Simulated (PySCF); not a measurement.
SMILES CC(C)(C)[SiH2][SiH2]Cl at its GFN2-xTB optimised geometry (Å):

```
20

C      2.4085    -0.4815     0.0000
C      0.8802    -0.4815     0.0000
C      0.3822     0.9645     0.0000
C      0.3875    -1.1783    -1.2684
Si     0.2224    -1.3999     1.5581
Si    -2.0880    -1.3162     1.6929
Cl    -2.6751     0.1885     2.9202
H      2.7943    -1.4988    -0.0065
H      2.7966     0.0230     0.8819
H      2.7919     0.0327    -0.8813
H      0.7220     1.4917     0.8896
H     -0.7061     1.0040    -0.0243
H      0.7584     1.4988    -0.8726
H      0.7593    -0.6637    -2.1545
H     -0.7001    -1.1874    -1.3157
H      0.7391    -2.2076    -1.3048
H      0.6868    -2.7949     1.4790
H      0.8924    -0.8112     2.7292
H     -2.6826    -2.5298     2.2565
H     -2.7966    -1.0740     0.4316
```

Calculation: PBE0/def2-SVP run with PySCF. Cells within 0.4 Å of a nucleus heavier than hydrogen are left out (blank, or x).

Map of the Laplacian of the electron density (e/bohr⁵) on the plane z = 0.0 Å:

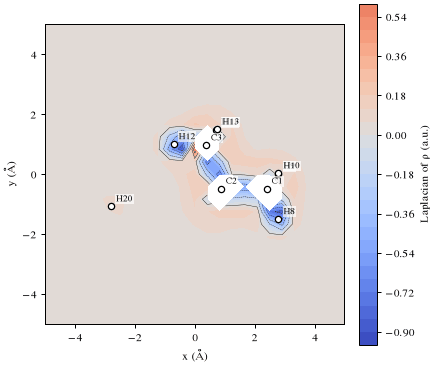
Figure. Laplacian of the electron density (e/bohr⁵) on the plane z = 0.0 Å.
